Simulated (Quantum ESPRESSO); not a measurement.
**CuWO4: which magnetic order is lowest**

Wanted: the moments of CuWO4 and the energy of each order that was tried.

Program: Quantum ESPRESSO 7.5. Level of theory: PBEsol; plane waves with GBRV 1.5 PBEsol potentials, no spin-orbit coupling. Results are calculated unless marked as measured.

## Step 1: The structure

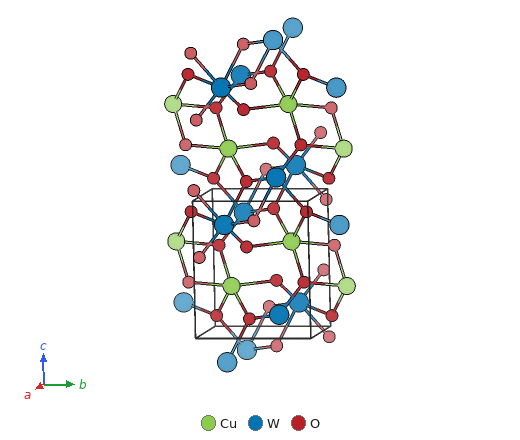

Start, viewed slightly off an axis; copper green, tungsten blue, oxygen red. 1×1×2 cells are drawn. Some periodic images of atoms are drawn too.

The cell comes from the Crystallography Open Database.

## Step 2: Start 1: ferro ++

The signs are those of the starting moments on the seeded atoms, the atoms that are given a moment.

The input, pw.in:

```
&CONTROL
  calculation = 'scf'
  prefix = 'pwscf'
  outdir = './tmp'
  pseudo_dir = './pseudo'
  disk_io = 'nowf'
/
&SYSTEM
  ibrav = 0
  nat = 12
  ntyp = 3
  ecutwfc = 40
  ecutrho = 280
  nbnd = 74
  occupations = 'smearing'
  smearing = 'fd'
  degauss = 0.00367493
  nspin = 2
  starting_magnetization(1) = 0.0526
  starting_magnetization(2) = 0
  starting_magnetization(3) = 0
/
&ELECTRONS
  conv_thr = 2.4d-08
  electron_maxstep = 150
  mixing_beta = 0.3
/
ATOMIC_SPECIES
Cu     63.5460 cu_pbesol_v1.2.uspp.F.UPF
W     183.8400 w_pbesol_v1.2.uspp.F.UPF
O      15.9990 o_pbesol_v1.2.uspp.F.UPF
CELL_PARAMETERS angstrom
   4.6964000000    0.0000000000    0.0000000000
   0.2074845662    4.8691813598    0.0000000000
   0.7315390857    0.1347758051    5.7810405412
ATOMIC_POSITIONS crystal
Cu      0.4962000000    0.7638000000    0.6621000000
Cu      0.5038000000    0.2362000000    0.3379000000
W       0.0166000000    0.7330000000    0.1745000000
W       0.9834000000    0.2670000000    0.8255000000
O       0.2481000000    0.5829000000    0.3556000000
O       0.7519000000    0.4171000000    0.6444000000
O       0.2243000000    0.5676000000    0.8769000000
O       0.7757000000    0.4324000000    0.1231000000
O       0.7293000000    0.9044000000    0.3859000000
O       0.2707000000    0.0956000000    0.6141000000
O       0.7845000000    0.9488000000    0.9036000000
O       0.2155000000    0.0512000000    0.0964000000
K_POINTS automatic
4 4 4 0 0 0
```

The run is started by

```sh
$ OMP_NUM_THREADS=1 mpirun -n 4 pw.x -nk 4 -in pw.in > pw.out
```

What it wrote:

```text
Program PWSCF v.7.5 starts

     Message from routine setup:
     using ibrav=0 with symmetry is DISCOURAGED, use correct ibrav instead

     K-points division:     npool     =       4
     Subspace diagonalization in iterative solution of the eigenvalue problem:

     G-vector sticks info
     --------------------
     sticks:   dense  smooth     PW     G-vecs:    dense   smooth      PW
     Sum        1821    1039    307                70665    30509    4859

     Using Slab Decomposition

     bravais-lattice index     =            0
     lattice parameter (alat)  =       8.8749  a.u.
     unit-cell volume          =     892.1208 (a.u.)^3
     number of atoms/cell      =           12
     number of atomic types    =            3
     number of electrons       =       114.00
     number of Kohn-Sham states=           74
     kinetic-energy cutoff     =      40.0000  Ry
     charge density cutoff     =     280.0000  Ry
     scf convergence threshold =      2.4E-08
     mixing beta               =       0.3000
     number of iterations used =            8  plain     mixing
     Exchange-correlation= SLA  PW   PSX  PSC
                           (   1   4  10   8   0   0   0)

     celldm(1)=   8.874910  celldm(2)=   0.000000  celldm(3)=   0.000000
     celldm(4)=   0.000000  celldm(5)=   0.000000  celldm(6)=   0.000000

     crystal axes: (cart. coord. in units of alat)
               a(1) = (   1.000000   0.000000   0.000000 )
               a(2) = (   0.044179   1.036790   0.000000 )
               a(3) = (   0.155766   0.028698   1.230951 )

     reciprocal axes: (cart. coord. in units 2 pi/alat)
               b(1) = (  1.000000 -0.042612 -0.125548 )
               b(2) = (  0.000000  0.964515 -0.022486 )
               b(3) = (  0.000000  0.000000  0.812380 )

     PseudoPot. # 1 for Cu read from file:
     cu_pbesol_v1.2.uspp.F.UPF
     Pseudo is Ultrasoft + core correction, Zval = 19.0
     Generated by new atomic code, or converted to UPF format
     Using radial grid of  867 points,  6 beta functions with:
                l(1) =   0
                l(2) =   0
                l(3) =   1
                l(4) =   1
                l(5) =   2
                l(6) =   2
     Q(r) pseudized with  8 coefficients,  rinner =    1.150   1.150   1.150
                                                       1.150   1.150

     PseudoPot. # 2 for W  read from file:
     w_pbesol_v1.2.uspp.F.UPF
     Pseudo is Ultrasoft + core correction, Zval = 14.0
     Generated by new atomic code, or converted to UPF format
     Using radial grid of  923 points,  8 beta functions with:
                l(1) =   0
                l(2) =   0
                l(3) =   0
                l(4) =   1
                l(5) =   1
                l(6) =   2
                l(7) =   2
                l(8) =   3
     Q(r) pseudized with  6 coefficients,  rinner =    1.350   1.350   1.350
                                                       1.350   1.350   1.350
                                                       1.350

     PseudoPot. # 3 for O  read from file:
     o_pbesol_v1.2.uspp.F.UPF
     Pseudo is Ultrasoft + core correction, Zval =  6.0
     Generated by new atomic code, or converted to UPF format
     Using radial grid of  737 points,  5 beta functions with:
                l(1) =   0
                l(2) =   0
                l(3) =   1
                l(4) =   1
                l(5) =   2
     Q(r) pseudized with  8 coefficients,  rinner =    0.900   0.900   0.900
                                                       0.900   0.900

     atomic species   valence    mass     pseudopotential
     Cu               19.00    63.54600     Cu( 1.00)
     W                14.00   183.84000     W ( 1.00)
     O                 6.00    15.99900     O ( 1.00)

     Starting magnetic structure
     atomic species   magnetization
     Cu              0.053
     W               0.000
     O               0.000

      2 Sym. Ops., with inversion, found

   Cartesian axes

     site n.     atom                  positions (alat units)
         1        Cu     tau(   1) = (   0.6330769   0.8109011   0.8150130  )
         2        Cu     tau(   2) = (   0.5668685   0.2545868   0.4159385  )
         3        W      tau(   3) = (   0.0761647   0.7649749   0.2148010  )
         4        W      tau(   4) = (   1.1237807   0.3005129   1.0161504  )
         5        O      tau(   5) = (   0.3292426   0.6145499   0.4377263  )
         6        O      tau(   6) = (   0.8707028   0.4509380   0.7932251  )
         7        O      tau(   7) = (   0.3859674   0.6136471   1.0794214  )
         8        O      tau(   8) = (   0.8139780   0.4518408   0.1515301  )
         9        O      tau(   9) = (   0.8293660   0.9487475   0.4750242  )
        10        O      tau(  10) = (   0.3705794   0.1167404   0.7559273  )
        11        O      tau(  11) = (   0.9671676   1.0096377   1.1122878  )
        12        O      tau(  12) = (   0.2327778   0.0558501   0.1186637  )

     number of k points=    36  Fermi-Dirac smearing, width (Ry)=  0.0037
                       cart. coord. in units 2pi/alat
        k(    1) = (   0.0000000   0.0000000   0.0000000), wk =   0.0156250
        k(    2) = (   0.0000000   0.0000000   0.2030949), wk =   0.0312500
        k(    3) = (   0.0000000   0.0000000  -0.4061899), wk =   0.0156250
        k(    4) = (   0.0000000   0.2411288  -0.0056215), wk =   0.0312500
        k(    5) = (   0.0000000   0.2411288   0.1974734), wk =   0.0312500
        [... 31 further k-points ...]

     Dense  grid:    70665 G-vectors     FFT dimensions: (  48,  50,  60)

     Smooth grid:    30509 G-vectors     FFT dimensions: (  36,  40,  45)

     Check: negative core charge=   -0.000002
     Generating pointlists ...
     new r_m :   0.1694 (alat units)  1.5030 (a.u.) for type    1
     new r_m :   0.1523 (alat units)  1.3519 (a.u.) for type    2
     new r_m :   0.1523 (alat units)  1.3519 (a.u.) for type    3

     Initial potential from superposition of free atoms

     starting charge     111.7994, renormalised to     114.0000

     negative rho (up, down):  6.400E-02 6.400E-02
     Starting wfcs are   84 randomized atomic wfcs

     Self-consistent Calculation

     iteration #  1     ecut=    40.00 Ry     beta= 0.30
     Davidson diagonalization with overlap
     ethr =  1.00E-02,  avg # of iterations =  2.2

     negative rho (up, down):  6.284E-02 6.283E-02

     total energy              =   -1382.07198266 Ry
     estimated scf accuracy    <       4.96317142 Ry

     total magnetization       =     1.51 Bohr mag/cell
     absolute magnetization    =     1.54 Bohr mag/cell

     iteration #  2     ecut=    40.00 Ry     beta= 0.30
     Davidson diagonalization with overlap
     ethr =  4.35E-03,  avg # of iterations =  2.0

     negative rho (up, down):  6.347E-02 6.348E-02

     total energy              =   -1382.92568921 Ry
     estimated scf accuracy    <       0.98374372 Ry

     total magnetization       =     1.56 Bohr mag/cell
     absolute magnetization    =     1.62 Bohr mag/cell

     iteration #  3     ecut=    40.00 Ry     beta= 0.30
     Davidson diagonalization with overlap
     ethr =  8.63E-04,  avg # of iterations =  1.8

     negative rho (up, down):  6.357E-02 6.359E-02

     total energy              =   -1383.10344519 Ry
     estimated scf accuracy    <       0.30322927 Ry

     total magnetization       =     1.22 Bohr mag/cell
     absolute magnetization    =     1.27 Bohr mag/cell

     [... further iterations left out ...]

     iteration # 13     ecut=    40.00 Ry     beta= 0.30
     Davidson diagonalization with overlap
     ethr =  1.51E-09,  avg # of iterations =  3.3

     negative rho (up, down):  6.398E-02 6.400E-02

     total energy              =   -1383.12906667 Ry
     estimated scf accuracy    <       0.00000077 Ry

     total magnetization       =     1.89 Bohr mag/cell
     absolute magnetization    =     2.00 Bohr mag/cell

     iteration # 14     ecut=    40.00 Ry     beta= 0.30
     Davidson diagonalization with overlap
     ethr =  6.75E-10,  avg # of iterations =  1.5

     negative rho (up, down):  6.398E-02 6.400E-02

     total energy              =   -1383.12906673 Ry
     estimated scf accuracy    <       0.00000040 Ry

     total magnetization       =     1.89 Bohr mag/cell
     absolute magnetization    =     2.00 Bohr mag/cell

     iteration # 15     ecut=    40.00 Ry     beta= 0.30
     Davidson diagonalization with overlap
     ethr =  3.51E-10,  avg # of iterations =  2.0

     negative rho (up, down):  6.398E-02 6.400E-02

     total energy              =   -1383.12906687 Ry
     estimated scf accuracy    <       0.00000008 Ry

     total magnetization       =     1.89 Bohr mag/cell
     absolute magnetization    =     2.00 Bohr mag/cell

     iteration # 16     ecut=    40.00 Ry     beta= 0.30
     Davidson diagonalization with overlap
     ethr =  7.38E-11,  avg # of iterations =  2.2

     negative rho (up, down):  6.398E-02 6.400E-02

     Magnetic moment per site  (integrated on atomic sphere of radius R)
     atom   1 (R=0.169)  charge= 16.3345  magn=  0.5909
     atom   2 (R=0.169)  charge= 16.3345  magn=  0.5909
     atom   3 (R=0.152)  charge=  7.4035  magn=  0.0063
     atom   4 (R=0.152)  charge=  7.4035  magn=  0.0063
     atom   5 (R=0.152)  charge=  4.8287  magn=  0.0574
     atom   6 (R=0.152)  charge=  4.8287  magn=  0.0574
     atom   7 (R=0.152)  charge=  4.8329  magn=  0.0614
     atom   8 (R=0.152)  charge=  4.8329  magn=  0.0614
     atom   9 (R=0.152)  charge=  4.7993  magn=  0.1416
     atom  10 (R=0.152)  charge=  4.7993  magn=  0.1416
     atom  11 (R=0.152)  charge=  4.7884  magn=  0.0370
     atom  12 (R=0.152)  charge=  4.7884  magn=  0.0370

     End of self-consistent calculation

     [... lines left out ...]
     the Fermi energy is     9.9693 ev

!    total energy              =   -1383.12906690 Ry
     estimated scf accuracy    <       0.00000002 Ry
     smearing contrib. (-TS)   =      -0.00149343 Ry
     internal energy E=F+TS    =   -1383.12757347 Ry

     The total energy is F=E-TS. E is the sum of the following terms:
     one-electron contribution =    -857.82021068 Ry
     hartree contribution      =     485.58323847 Ry
     xc contribution           =    -215.98174969 Ry
     ewald contribution        =    -794.90885157 Ry

     total magnetization       =     1.89 Bohr mag/cell
     absolute magnetization    =     2.00 Bohr mag/cell

     convergence has been achieved in  16 iterations

=------------------------------------------------------------------------------=
   JOB DONE.
=------------------------------------------------------------------------------=
```

Run time: 69 s. Hardware: 4 MPI ranks of AMD EPYC 9R45, shared host; peak memory 0.95 GiB; 4.6 min of CPU time.

Spin moment in the atom's sphere by atom:

```csv
atom,spin moment in the atom's sphere (μB)
Cu1,0.591
Cu2,0.591
W3,0.006
W4,0.006
O5,0.057
O6,0.057
O7,0.061
O8,0.061
O9,0.142
O10,0.142
O11,0.037
O12,0.037
```

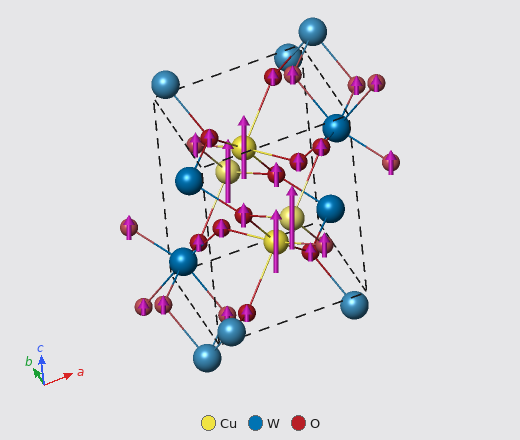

Spin moment in the atom's sphere as arrows, the longest 0.591 μB. Up and down stand for the sign. Arrows give size and sign along the axis of quantisation, drawn up and down the page. Each arrow also spans its atom, so small moments look longer than they are. Some periodic images of atoms are drawn too.

This step gave:

| Item | Value |
| --- | --- |
| smearing term TS | 0.02032 eV |
| magnetization | 1.889 μB |
| absolute magnetization | 2.004 μB |
| final state | ferromagnetic |

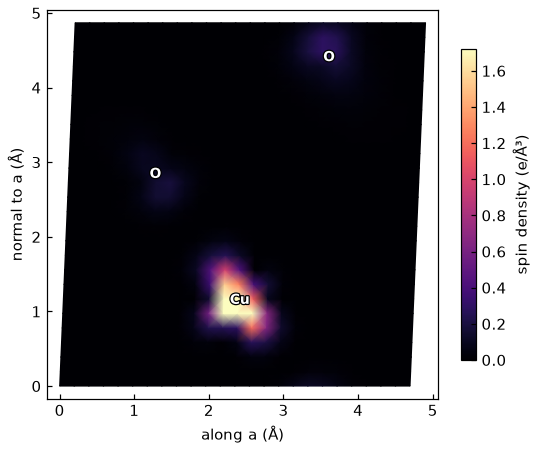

Spin density in the ab plane at fractional z = 0.356, with atoms of Cu and O within 0.2 Å of it.

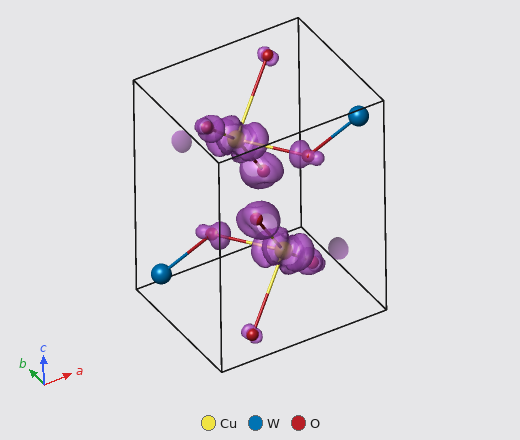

Surface of spin density = 0.077 e/Å³, which holds about 70 % of the integral of its size.

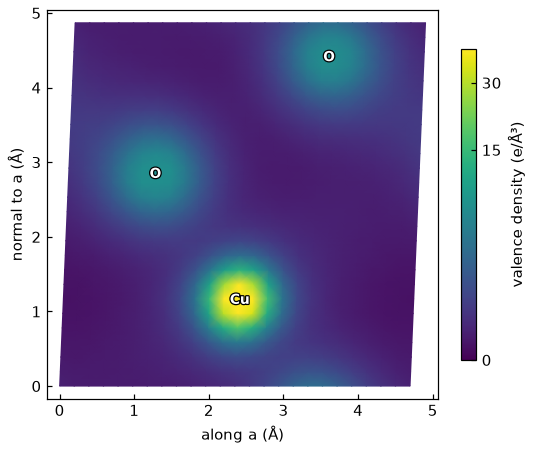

Valence density in the ab plane at fractional z = 0.356, with atoms of Cu and O within 0.2 Å of it. It is the smooth field of the valence electrons, not physical close to the nuclei. The colour scale is stretched toward low values.

(Part 1 of 2 ends here.)

[Logs and program files are shortened in this print: banners, set-up blocks, solver, clock and traceback lines can be left out without a mark of their own.]

[Logs are printed without paths, hosts, clocks, repeated set-up lines and the standing remarks that a program may print on its own settings, such as how far it seeks lower states.]

[Hosts, paths, dates, database ids (printed as entryN), source tags and the programs' standing remarks are cut or masked in the printed files.]

[Where a cell is said to come from a database of computed structures, the database is the Materials Project.]
